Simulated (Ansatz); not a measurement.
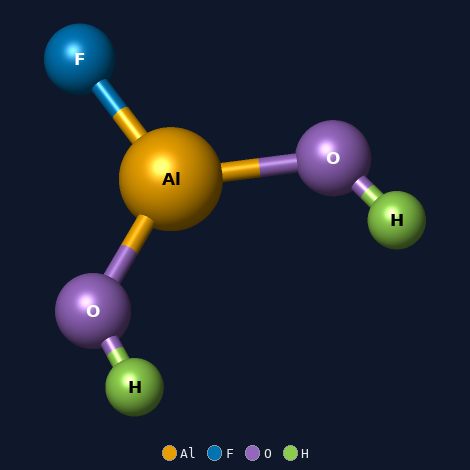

The picture shows a molecular structure as a ball-and-stick model.

Computed geometry: PBE0-D4/def2-TZVP optimisation.

What is the molecular formula?

Answer. AlFH2O2, 6 atoms: 1 aluminium, 1 fluorine, 2 hydrogen and 2 oxygen.

Count the bonded pairs by element.

Answer. 2 O–H, 2 Al–O, 1 Al–F. Sticks follow a distance rule.

More results for the same structure follow; atom numbers are the same in all pictures, views and colours differ.

**Shape**

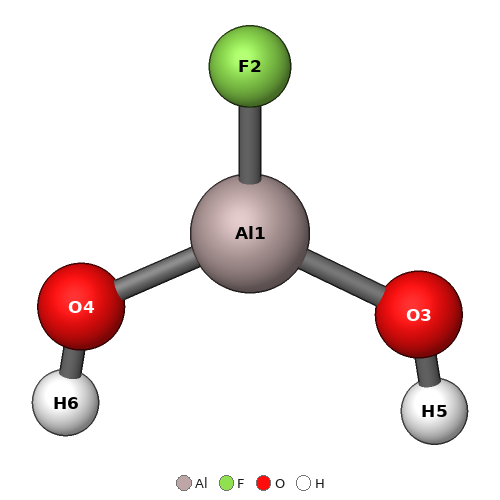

Atoms carry their numbers in the input.

What is the geometry at Al1?

Answer. Al1 has 3 neighbours (F2 at 1.64, O3 at 1.68, O4 at 1.68 Å); the arrangement is trigonal planar.

Describe the coordination of atom 3.

Answer. O3 has 2 neighbours (Al1 at 1.68, H5 at 0.95 Å); the arrangement is bent.

**Thermal motion**

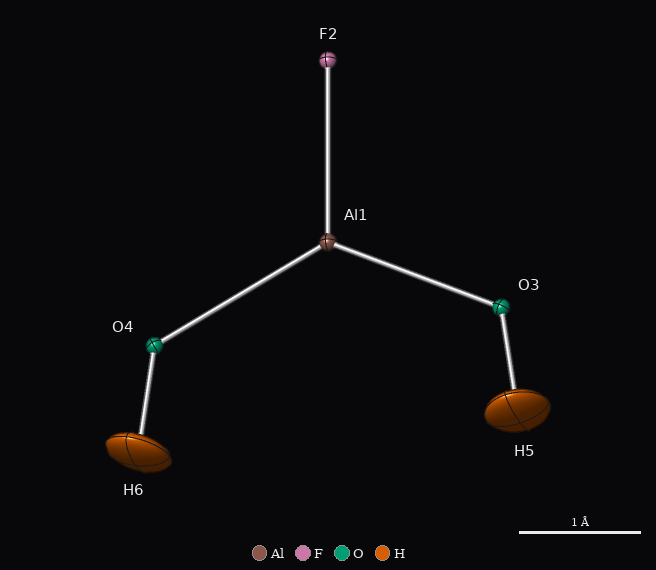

Displacement ellipsoids at the 50 % level, from the internal vibrations of the free molecule (harmonic, no overall translation or rotation; no half-axis is drawn under 0.075 Å). Vibrations computed with RKS PBE0-D4/def2-TZVP (Ansatz 0.2.0). Temperature: 100 K.

Which atom moves most?

Answer. H5, H6, with U_eq = 0.0301 Å².

Does H5 move more along its bond or across it?

Answer. Across it: the root-mean-square amplitude is 0.075 Å along the bond and up to 0.232 Å across, since bending and torsion are softer than stretching.

Give the displacement parameters, one line for each set of equivalent atoms.

| atom | U_eq (Å²) | rms amplitudes (Å) |
| --- | --- | --- |
| Al1 | 0.00098 | 0.027, 0.027, 0.038 |
| F2 | 0.0011 | 0.019, 0.034, 0.041 |
| O3, O4 | 0.0013 | 0.027, 0.037, 0.043 |
| H5, H6 | 0.0301 | 0.074, 0.176, 0.232 |

**Electronic properties**

Method: RKS PBE0-D4/def2-TZVPP (Ansatz 0.2.0).

Computed properties:

- HOMO energy (Kohn–Sham orbital): −9.43 eV
- LUMO energy (Kohn–Sham orbital): −0.80 eV
- HOMO–LUMO gap: 8.62 eV

**Dipole moment**

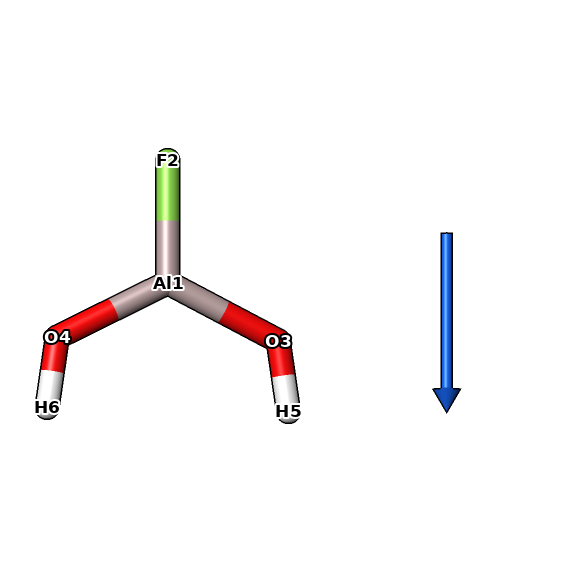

The arrow beside the molecule shows the direction of the dipole moment, from the negative to the positive end (its length means nothing). Level of theory: RKS PBE0-D4/def2-TZVP (Ansatz 0.2.0).

Estimate the dipole moment.

Answer. 3.74 D; it points from the side of F2 to the side of H5, H6 (the outermost atoms at the two ends).
